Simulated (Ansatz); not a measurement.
## Electronic structure of C$_{2}$H$_{8}$Ge$_{2}$ (SMILES [CH3][Ge][GeH2][CH3]) in real space

Input

```
crystal:
  periodic: [false, false, false]
  atoms:
    - {symbol: C, position_ang: [-2.938054, 0.996282, 1.265447]}
    - {symbol: C, position_ang: [0.271385, -0.717933, 1.170548]}
    - {symbol: Ge, position_ang: [-2.636824, 0.900640, -0.709660]}
    - {symbol: Ge, position_ang: [-0.243635, 0.225275, -0.481650]}
    - {symbol: H, position_ang: [-2.877504, -0.030822, 1.673319]}
    - {symbol: H, position_ang: [-2.153120, 1.575115, 1.783046]}
    - {symbol: H, position_ang: [-3.923826, 1.414384, 1.518192]}
    - {symbol: H, position_ang: [0.533205, 1.572422, -0.506789]}
    - {symbol: H, position_ang: [0.294917, -0.574376, -1.690327]}
    - {symbol: H, position_ang: [-0.036215, -0.143451, 2.056886]}
    - {symbol: H, position_ang: [-0.206396, -1.708221, 1.214367]}
    - {symbol: H, position_ang: [1.362433, -0.856882, 1.205595]}
basis:
  gaussian: {orbitals: def2-TZVPD}
output: {forces: true, orbitals: {seedname: orbitals}}
hamiltonian: {xc: {name: PBE0}}
```

Run with:

```sh
ansatz run input.yaml --threads 2 --pin off --max-ram 4350MiB --events-out events.jsonl --progress --plain --runs-dir runs
```

Geometry: r2SCAN-D4/def2-SVP.

Method: isolated molecule in a Gaussian basis; Kohn-Sham density functional theory, functional PBE0 in Ansatz 0.2.0.

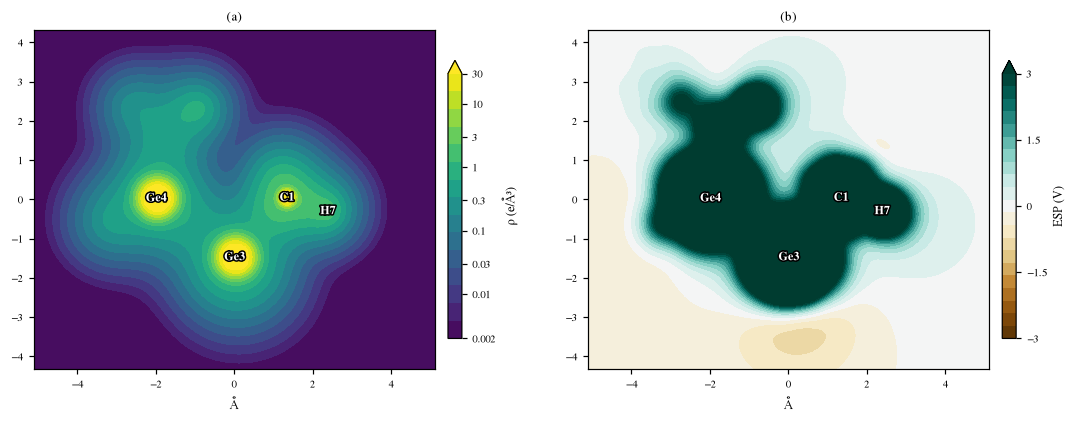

Figure 1. (a) electron density; (b) molecular electrostatic potential on the plane of atoms C1, Ge3 and Ge4.

What do the fields say about this system?

- The section cuts through C, Ge and H sites.
- C–Ge (2.00 Å): ρ at the midpoint is about 0.8 e/Å³.
- Ge–Ge (2.50 Å): ρ is about 0.54 e/Å³ halfway.
- C–H (1.10 Å): ρ at the midpoint is about 1.9 e/Å³.
- Outside the dense part of the molecule the potential is most negative (−0.8 V) near Ge3.

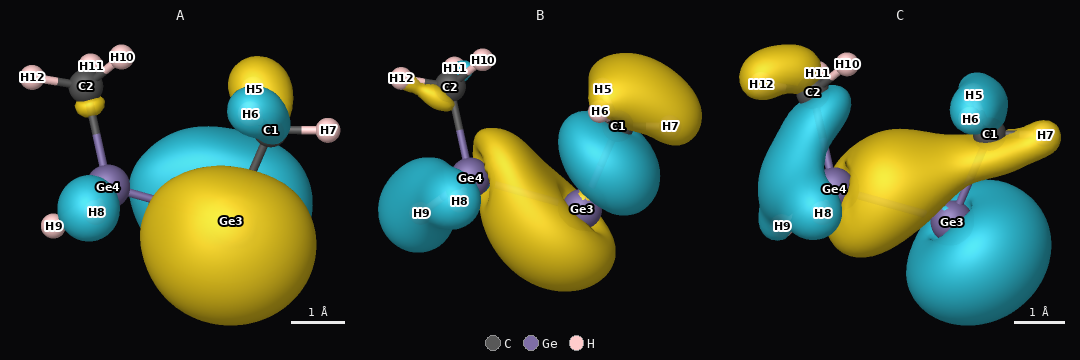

Figure 2. Three frontier orbitals at ±0.08 Å⁻³ᐟ² (yellow and cyan are the two phases), in no order.

Which picture is the HOMO−1, the HOMO and the LUMO?

B is the HOMO−1 (−7.70 eV). It lies mainly on Ge3 (about 35 %), C1 (about 30 %) and Ge4 (about 15 %). C is the HOMO (−6.03 eV). Its weight (Hirshfeld) is mainly on Ge3 (about 60 %) and Ge4 (about 20 %). A is the LUMO (−2.76 eV). Its weight (Hirshfeld) is mainly on Ge3 (about 80 %) and Ge4 (about 10 %).

What is the HOMO–LUMO gap?

3.27 eV between the orbital energies.

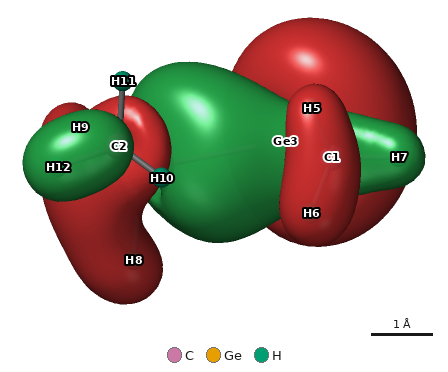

Figure 3. The HOMO at ±0.06 Å⁻³ᐟ² (green and red are the two phases), seen from one side.

What is the character of this orbital?

It lies mainly on Ge3 (about 60 %) and Ge4 (about 20 %). Its energy is −6.03 eV.
